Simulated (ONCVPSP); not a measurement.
Pseudopotential generation for Ag

System: silver (Ag, Z = 47), core [Ar] 3d10, reference valence 4s2 4p6 4d8 (an ion of charge +3), valence charge 19.
Method: ONCV potential, PBEsol, scalar-relativistic, made with ONCVPSP 4.0.1.

### Input file
```
# ATOM AND REFERENCE CONFIGURATION
# atsym  z   nc   nv     iexc    psfile
  Ag 47.00    6    3  -116133      upf
#
#   n    l    f
    1    0    2.00
    2    0    2.00
    2    1    6.00
    3    0    2.00
    3    1    6.00
    3    2   10.00
    4    0    2.00
    4    1    6.00
    4    2    8.00
#
# PSEUDOPOTENTIAL AND OPTIMIZATION
# lmax
    2
#
#   l,   rc,      ep,       ncon, nbas, qcut
    0    1.30    0.00    3    8   10.20
    1    1.35    0.00    4    8   12.80
    2    1.54    0.00    3    7    9.70
#
# LOCAL POTENTIAL
# lloc, lpopt,  rc(5),   dvloc0
    4    5    0.90    0.00
#
# VANDERBILT-KLEINMAN-BYLANDER PROJECTORs
# l, nproj, debl
    0    2    1.90
    1    3    1.30
    2    2    0.60
#
# MODEL CORE CHARGE
# icmod, fcfact, rcfact
    0    0.00    0.00
#
# LOG DERIVATIVE ANALYSIS
# epsh1, epsh2, depsh
   -6.00    5.00    0.04
#
# OUTPUT GRID
# rlmax, drl
    6.00    0.01
#
# TEST CONFIGURATIONS
# ncnf
    4
# nvcnf
#   n    l    f
    4
    4    0    2.00
    4    1    6.00
    4    2   10.00
    5    0    1.00
#
    3
    4    0    2.00
    4    1    6.00
    4    2   10.00
#
    3
    4    0    2.00
    4    1    6.00
    4    2    9.00
#
    4
    4    0    1.00
    4    1    6.00
    4    2   10.00
    5    0    1.00
#
```

Run as:
```bash
oncvpsp.x < Ag.dat > Ag.out
```

### Log (extracts)
```
ONCVPSP  (Optimized Norm-Conservinng Vanderbilt PSeudopotential)
scalar-relativistic version 4.0.1

#   n    l    f        energy (Ha)
    1    0    2.00    -9.3180880E+02
    2    0    2.00    -1.3844799E+02
    2    1    6.00    -1.2435597E+02
    3    0    2.00    -2.6555502E+01
    3    1    6.00    -2.1927947E+01
    3    2   10.00    -1.4626171E+01
    4    0    2.00    -4.9092602E+00
    4    1    6.00    -3.5557798E+00
    4    2    8.00    -1.6068593E+00

Reference configufation results
  iterations    21
  all-electron total energy (Ha)   -5.31107655D+03

Begin loop to  construct optimized pseudo wave functions
and semi-local pseudopoentials for all angular momenta

WARNING wellstate: negative energy specified for n= 5 l=  0
WARNING scattering state with energy  0.25000000
WARNING will be used for the first projector

   Wellstate for l =  0  n =  7
     eigenvalue =   0.2500
     asymptotic potential =   0.7500
     half-point radius =  5.0104

Calculating optimized projector #   1

 for l=   0

    Fraction of norm inside rc  0.897243
    Optimizing pswf for qcut=  10.19 a_B^-1,  ecut=  51.92 Ha
    Residual kinetic energy error=  5.44D-07 Ha

    Energy error per electron        Cutoff
         Ha          eV             Ha
         0.01000     0.27211       28.71
         0.00100     0.02721       35.93
         0.00010     0.00272       41.49
         0.00001     0.00027       46.29

Calculating optimized projector #   2

 for l=   0

    Fraction of norm inside rc  0.019143
    Optimizing pswf for qcut=  10.19 a_B^-1,  ecut=  51.92 Ha
    Residual kinetic energy error=  1.78D-07 Ha

    Energy error per electron        Cutoff
         Ha          eV             Ha
         0.01000     0.27211       20.23
         0.00100     0.02721       30.29
         0.00010     0.00272       37.90
         0.00001     0.00027       43.73

WARNING wellstate: negative energy specified for n= 5 l=  1
WARNING scattering state with energy  0.25000000
WARNING will be used for the first projector

   Wellstate for l =  1  n =  6
     eigenvalue =   0.2500
     asymptotic potential =   0.7500
     half-point radius =  2.6332

   Wellstate for l =  1  n =  7
     eigenvalue =   1.5500
     asymptotic potential =   2.0500
     half-point radius =  3.3421

Calculating optimized projector #   1

 for l=   1

    Fraction of norm inside rc  0.856211
    Optimizing pswf for qcut=  12.80 a_B^-1,  ecut=  81.91 Ha
    Residual kinetic energy error=  2.65D-08 Ha

    Energy error per electron        Cutoff
         Ha          eV             Ha
         0.01000     0.27211       32.36
         0.00100     0.02721       44.75
         0.00010     0.00272       54.31
         0.00001     0.00027       62.09

Calculating optimized projector #   2

 for l=   1

    Fraction of norm inside rc  0.024465
    Optimizing pswf for qcut=  12.80 a_B^-1,  ecut=  81.91 Ha
    Residual kinetic energy error=  3.14D-09 Ha

    Energy error per electron        Cutoff
         Ha          eV             Ha
         0.01000     0.27211       11.91
         0.00100     0.02721       35.87
         0.00010     0.00272       48.70
         0.00001     0.00027       58.62

Calculating optimized projector #   3

 for l=   1

    Fraction of norm inside rc  0.025747
    Optimizing pswf for qcut=  12.80 a_B^-1,  ecut=  81.91 Ha
    Residual kinetic energy error=  4.17D-09 Ha

    Energy error per electron        Cutoff
         Ha          eV             Ha
         0.01000     0.27211       13.16
         0.00100     0.02721       38.08
         0.00010     0.00272       51.02
         0.00001     0.00027       60.67

WARNING wellstate: negative energy specified for n= 5 l=  2
WARNING scattering state with energy  0.25000000
WARNING will be used for the first projector

   Wellstate for l =  2  n =  6
     eigenvalue =   0.2500
     asymptotic potential =   0.7500
     half-point radius =  4.3837

Calculating optimized projector #   1

 for l=   2

    Fraction of norm inside rc  0.757285
    Optimizing pswf for qcut=   9.70 a_B^-1,  ecut=  47.08 Ha
    Residual kinetic energy error=  2.61D-07 Ha

    Energy error per electron        Cutoff
         Ha          eV             Ha
         0.01000     0.27211       25.30
         0.00100     0.02721       31.81
         0.00010     0.00272       37.01
         0.00001     0.00027       41.43

Calculating optimized projector #   2

 for l=   2

    Fraction of norm inside rc  0.041596
    Optimizing pswf for qcut=   9.70 a_B^-1,  ecut=  47.08 Ha
    Residual kinetic energy error=  1.42D-07 Ha

    Energy error per electron        Cutoff
         Ha          eV             Ha
         0.01000     0.27211       20.10
         0.00100     0.02721       28.03
         0.00010     0.00272       34.54
         0.00001     0.00027       39.78

Construct Vanderbilt / Kleinmman-Bylander projectors

B matrix Hermiticity error, ll=   0
   1   2    4.7486E-04

  Orthonormal projector coefficients  2.1790E+01  2.5558E+00

B matrix Hermiticity error, ll=   1
   1   2   -3.6332E-04
   1   3    4.7903E-04
   2   3    3.3027E-05

  Orthonormal projector coefficients  1.9695E+01  3.9959E+00  3.1084E-01

B matrix Hermiticity error, ll=   2
   1   2   -1.5889E-04

  Orthonormal projector coefficients  9.5700E+00  2.0098E+00

Pseudoatom total energy -144.062837

Diagnostic tests using Vanderbilt-Kleinman-Bylander pseudopotentials
  1 or more projectors used as specified by nproj input data

   l    rcore       rmatch      e in        delta e   norm test  slope test

   0   1.3071228   1.3468098  -4.9092602   0.0000031   1.0002092   1.0002125
   0   1.3071228   1.3468098   0.2500000   0.0001176   1.0004887   1.0004887

   1   1.3548907   1.3960281  -3.5557798  -0.0000041   1.0002026   1.0002223
   1   1.3548907   1.3960281   0.2500000   0.0000729   1.0004558   1.0004558
   1   1.3548907   1.3960281   1.5500000   0.0001403   1.0004567   1.0004567

   2   1.5454674   1.5923911  -1.6068593   0.0000078   1.0001177   1.0001499
   2   1.5454674   1.5923911   0.2500000   0.0000542   1.0003250   1.0003250

 Testing for bound ghosts
   n   l    E NL Schr. Eq   E Basis Diag.   E Cutoff

   1   0       -4.909257       -4.909263    154.39

   2   1       -3.555784       -3.555773    215.81

   3   2       -1.606852       -1.606584    108.25

 Testing for highly-localized positive-energy ghosts
       l    <radius>/rc     E Basis Diag.   E Cutoff

       0        0.333642        5.615385    154.39  WARNING - GHOST(+)

Test configuration 0

   n   l     f        eae           eps        diff
   1   0  2.0000 -931.80879764
   2   0  2.0000 -138.44799173
   2   1  6.0000 -124.35596590
   3   0  2.0000  -26.55550157
   3   1  6.0000  -21.92794732
   3   2 10.0000  -14.62617065
   4   0  2.0000   -4.90926016   -4.90925705    3.11D-06
   4   1  6.0000   -3.55577982   -3.55578391   -4.09D-06
   4   2  8.0000   -1.60685933   -1.60685153    7.80D-06

    Total energies and differences
      AE_ref= -5.31107655D+03  AE_tst= -5.31107655D+03  dif=  0.00D+00
      PS_ref= -1.44062837D+02  PS_tst= -1.44062837D+02  dif= -8.53D-14
      PSP excitation error=  8.53D-14

Test configuration 1

   n   l     f        eae           eps        diff
   1   0  2.0000 -930.35701219
   2   0  2.0000 -136.99047868
   2   1  6.0000 -122.89883150
   3   0  2.0000  -25.10483980
   3   1  6.0000  -20.47729013
   3   2 10.0000  -13.17436085
   4   0  2.0000   -3.49003526   -3.49009731   -6.20D-05
   4   1  6.0000   -2.15033603   -2.15032239    1.36D-05
   4   2 10.0000   -0.27389483   -0.27393022   -3.54D-05
   5   0  1.0000   -0.16247501   -0.16243085    4.42D-05

    Total energies and differences
      AE_ref= -5.31107655D+03  AE_tst= -5.31350355D+03  dif= -2.43D+00
      PS_ref= -1.44062837D+02  PS_tst= -1.46490312D+02  dif= -2.43D+00
      PSP excitation error=  4.81D-04

Test configuration 2

   n   l     f        eae           eps        diff
   1   0  2.0000 -930.65753480
   2   0  2.0000 -137.28676295
   2   1  6.0000 -123.19535569
   3   0  2.0000  -25.40264045
   3   1  6.0000  -20.77507942
   3   2 10.0000  -13.47176177
   4   0  2.0000   -3.79194555   -3.79219590   -2.50D-04
   4   1  6.0000   -2.45351131   -2.45358507   -7.38D-05
   4   2 10.0000   -0.57486795   -0.57492234   -5.44D-05

    Total energies and differences
      AE_ref= -5.31107655D+03  AE_tst= -5.31321889D+03  dif= -2.14D+00
      PS_ref= -1.44062837D+02  PS_tst= -1.46205651D+02  dif= -2.14D+00
      PSP excitation error=  4.83D-04

Test configuration 3

   n   l     f        eae           eps        diff
   1   0  2.0000 -931.19350190
   2   0  2.0000 -137.82685710
   2   1  6.0000 -123.73515024
   3   0  2.0000  -25.94045598
   3   1  6.0000  -21.31289659
   3   2 10.0000  -14.01008475
   4   0  2.0000   -4.31787903   -4.31808425   -2.05D-04
   4   1  6.0000   -2.97330117   -2.97342269   -1.22D-04
   4   2  9.0000   -1.06154441   -1.06168455   -1.40D-04

    Total energies and differences
      AE_ref= -5.31107655D+03  AE_tst= -5.31240622D+03  dif= -1.33D+00
      PS_ref= -1.44062837D+02  PS_tst= -1.45392813D+02  dif= -1.33D+00
      PSP excitation error=  3.09D-04

Test configuration 4

   n   l     f        eae           eps        diff
   1   0  2.0000 -931.00546937
   2   0  2.0000 -137.59716146
   2   1  6.0000 -123.50807865
   3   0  2.0000  -25.70759840
   3   1  6.0000  -21.07986603
   3   2 10.0000  -13.77531147
   4   0  1.0000   -4.02482038   -4.02855124   -3.73D-03
   4   1  6.0000   -2.67207448   -2.67412688   -2.05D-03
   4   2 10.0000   -0.74582734   -0.74575722    7.01D-05
   5   0  1.0000   -0.47360388   -0.47376060   -1.57D-04

    Total energies and differences
      AE_ref= -5.31107655D+03  AE_tst= -5.30975611D+03  dif=  1.32D+00
      PS_ref= -1.44062837D+02  PS_tst= -1.42739618D+02  dif=  1.32D+00
      PSP excitation error= -2.78D-03
```

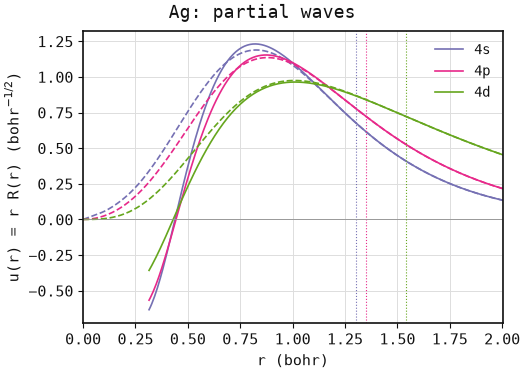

**Figure 1.** All-electron valence functions (solid) with their pseudo partners (dashed). Dotted lines mark the matching radii. The innermost oscillations of some all-electron curves aren't drawn. Pseudo-waves: 4s has no node; 4p has no node; 4d has no node.

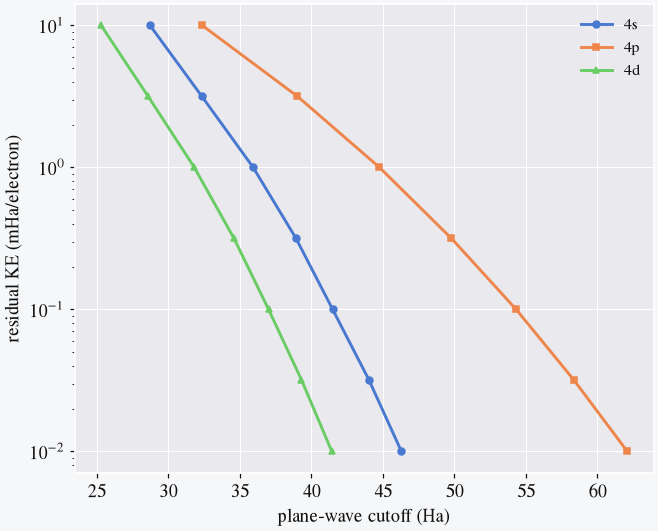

**Figure 2.** Residual kinetic energy of the pseudo-waves (the first of each channel, and further valence shells) beyond the plane-wave cutoff, as the generator prints it.

- Cutoffs for 1 mHa per electron: 4p: 45 Ha; 4s: 36 Ha; 4d: 32 Ha.
- Cutoffs for the occupied states: 45 Ha for 1 mHa and 54 Ha for 0.1 mHa per electron. The first is set by 4p.
- Hardest wave at 1 mHa per electron: 4p, with rc = 1.35 bohr and qcut = 12.8 1/bohr. The optimisation minimises, but can't always remove, the kinetic energy above qcut²/2 = 81.9 Ha, and a larger rc would as a rule soften the wave at some cost in transferability.

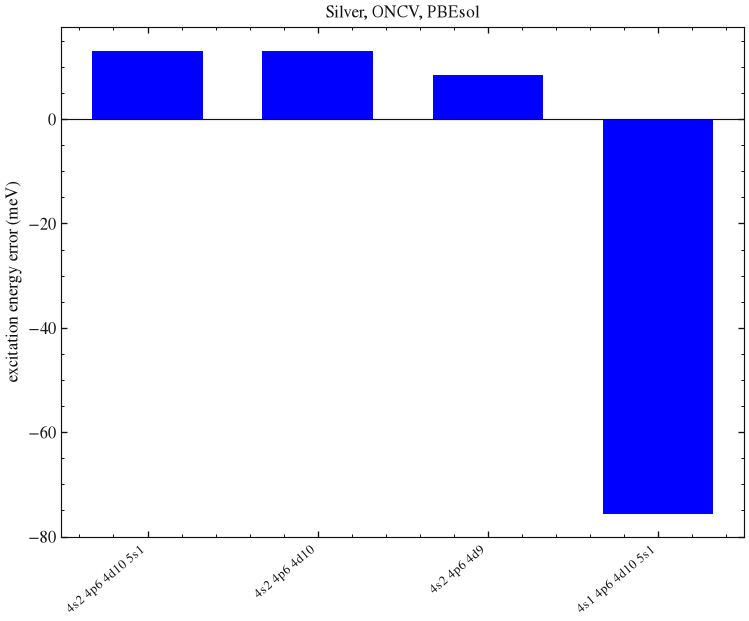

**Figure 3.** Errors, all-electron minus pseudo, of the energies of valence configurations relative to the unpolarised reference 4s2 4p6 4d8.

- Worst configuration: 4s1 4p6 4d10 5s1 (charge +1): the error is -76 meV on an all-electron energy of +35.93 eV relative to the reference, or 0.21 %.
- Errors in meV: 4s2 4p6 4d10 5s1: +13; 4s2 4p6 4d10: +13; 4s2 4p6 4d9: +8.4; 4s1 4p6 4d10 5s1: -76.

### Key numbers

- outcome: generated
- cutoffs needed: 45 Ha and 54 Ha (the cutoffs at which the residual kinetic energy of the hardest occupied pseudo-wave falls to 1 and 0.1 mHa per electron)
- ghost test: no bound ghost flagged; GHOST(+) flagged for s at 152.8 eV
- largest excitation error: -76 meV (all-electron minus pseudo) for 4s1 4p6 4d10 5s1, out of 4 test configurations
- range over which the phases arctan(r R′/R) at the test radius agree within 0.05 rad (a looser test near the poles than one of phase shifts): s: over the whole range computed; p: over the whole range computed; d: over the whole range computed; f: not judged, local potential alone
- hardware: 1 CPU thread, shared host
- wall time: 5.8 s

### Remarks

Warnings of the program, in the generation or the tests: wellstate: negative energy specified for n= 5 l= 0; wellstate: negative energy specified for n= 5 l= 1; wellstate: negative energy specified for n= 5 l= 2.
